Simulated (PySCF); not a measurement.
Molecule: C2H8N (cation, charge +1), SMILES CC[NH3+]. Atoms near the plane z = 0.0 Å, at the CAM-B3LYP/def2-SVP optimised geometry (x, y, z in Å): C1 (1.3, 0.3, 0.0), C2 (-0.2, 0.3, 0.0), H4 (1.7, 0.8, 0.9), H5 (1.7, -0.7, 0.0), H6 (1.7, 0.9, -0.9), H7 (-0.6, 1.3, 0.0), H8 (-0.6, -0.2, 0.9).

Computed with CAM-B3LYP/def2-TZVP in PySCF 2.14.0. Cells within 0.4 Å of a nucleus heavier than hydrogen are left out (blank, or x). The values are rescaled to run from 0 to 1.

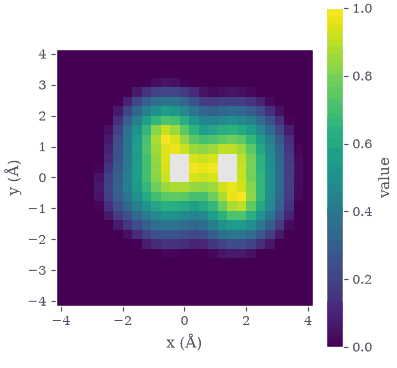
Figure. a field on the plane z = 0.0 Å.

Which quantity is mapped?
A. electrostatic potential
B. deformation density (molecule minus spherical neutral atoms)
C. log10 of the electron density
D. electron localisation function

C, log10 of the electron density. In full: log10 of the electron density (e/bohr³), floored at −4.
